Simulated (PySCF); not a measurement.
Cl2F4In2

The calculation's input:

```
{"job": {"kind": "uv", "xc": "CAM-B3LYP", "basis": "def2-SVPD", "ip": true, "nstates": 10}, "charge": 0, "multiplicity": 1}
In    -0.823174    -0.471173     1.507685
F     -1.558046    -2.260816     1.555399
F     -0.862748     0.887925     2.884306
Cl     1.546633    -0.562865     0.670121
In     0.858113     0.450307    -1.529273
F      0.894380    -0.913981    -2.901050
F      1.592699     2.239943    -1.579005
Cl    -1.509636     0.545011    -0.691882
```

Launched as:

```sh
OMP_NUM_THREADS=1 python probes_run.py task.json out
```

Geometry: PBE0-D3(BJ)/def2-SVP; core potentials replace the inner electrons of In.

Theory: CAM-B3LYP/def2-SVPD, SCF density, gas phase, scalar-relativistic core potentials on the heavy atoms (PySCF 2.14.0).

Q: What will maps of the electron density and electron localisation function show?

A: In–F (1.93 Å): ρ at the midpoint is about 0.75 e/Å³; the ELF peaks at about 0.80 in the valence shell of F, 0.5 Å from its nucleus, and drops to about 0.10 between the two atoms.

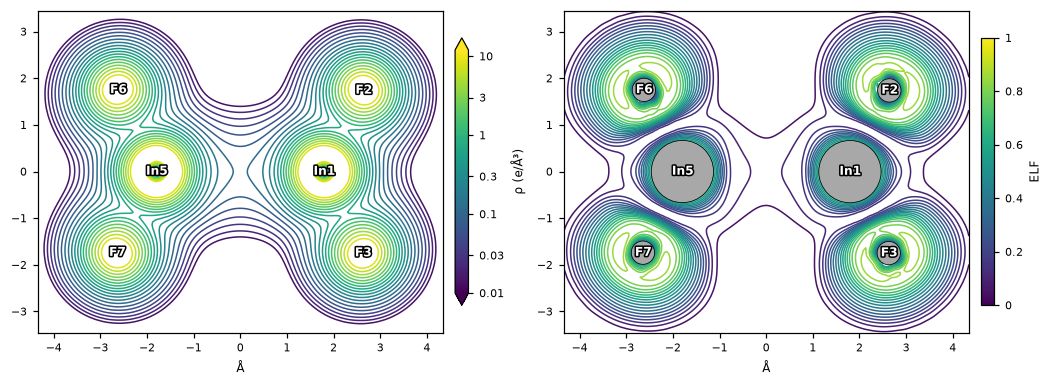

Computed electron density and electron localisation function on the plane of atoms F6, In5 and F7, in this order. Grey discs cover the atomic cores in the ELF map. 
